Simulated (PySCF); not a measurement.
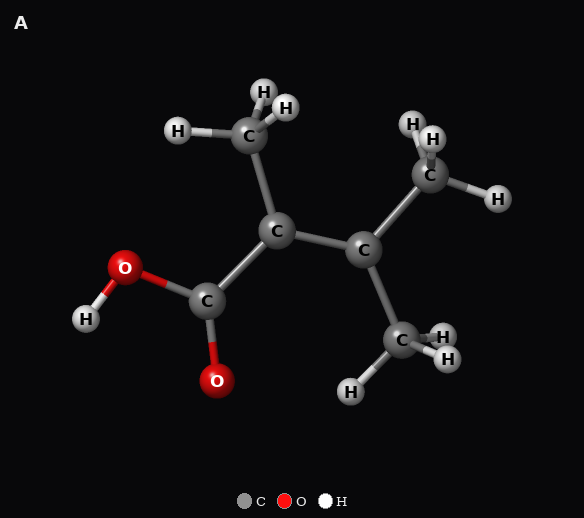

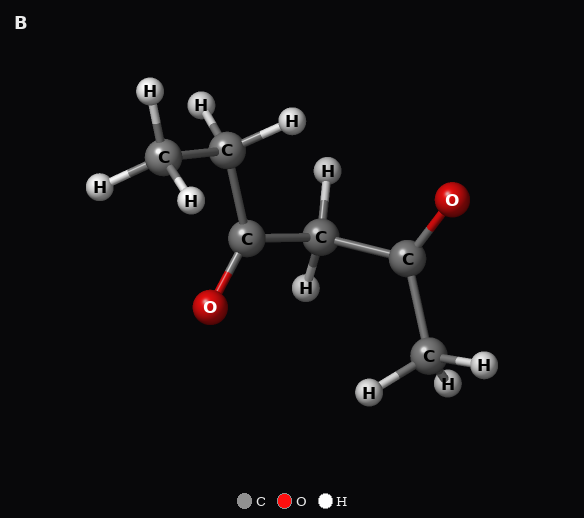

2 stationary structures of one formula. Geometries: PBE0-D3(BJ)/def2-SVP. Electronic energies: PBE0-D3(BJ)/def2-SVP (PySCF 2.14.0), without zero-point energy. No frequency run is at hand to confirm each as a minimum. Each is one conformer, not always the lowest.

Question: How are they related?

Answer: They are constitutional isomers of C6H10O2: A `CC(C)=C(C)C(=O)O`, B `CCC(=O)CC(C)=O`.

Question: Rank them by energy, lowest first.

Answer: A is lowest; B lies 23.3 kJ/mol above it.
